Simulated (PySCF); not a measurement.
# CH6OSSi: the cost of one run

Computed with PySCF 2.14.0, with density-fitted response routines of our own, on a single molecule in the gas phase. Atoms are numbered from 0 throughout.

**1. Starting geometry**

10 atoms, charge 0, multiplicity 1; geometry from: GFN2-xTB. The atoms were then displaced at random by about 0.01 Å, so the start is not that level's minimum.

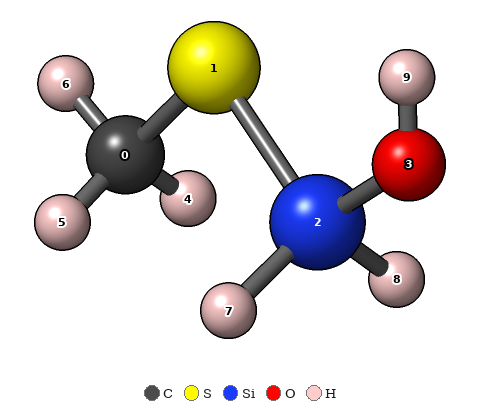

As it starts; carbon dark grey, sulfur yellow, silicon blue, oxygen red, hydrogen pink, atoms numbered; sticks join atoms by distance.

**2. Geometry optimisation at PBE0-D3(BJ)/def2-SVP**

The job: settings as JSON, then the geometry in Å.

```
{"job": {"xc": "PBE0", "basis": "def2-SVP", "d3": "d3bj", "grid": 1, "shake": 0.01, "kind": "geom"}, "charge": 0, "multiplicity": 1}
C     -1.755490     0.412610    -0.059570
S     -0.149500     0.962400    -0.660170
Si     1.068210    -0.521450     0.276220
O      2.653500    -0.215260    -0.131890
H     -1.981630    -0.577980    -0.417720
H     -1.804240     0.487360     1.018110
H     -2.494240     1.124010    -0.480360
H      0.960980    -0.382960     1.722920
H      0.701800    -1.822470    -0.204620
H      2.851050     0.512810    -0.682630
```

Run with:

```bash
$ OMP_NUM_THREADS=1 python probes_run.py task.json out
```

The driver reads the jobs from task.json and runs them one after another.

Q: Estimate the wall time and peak memory of this first job on 1 thread of Arm Neoverse V2, shared host.

About 32 s, with a peak of 0.39 GiB.
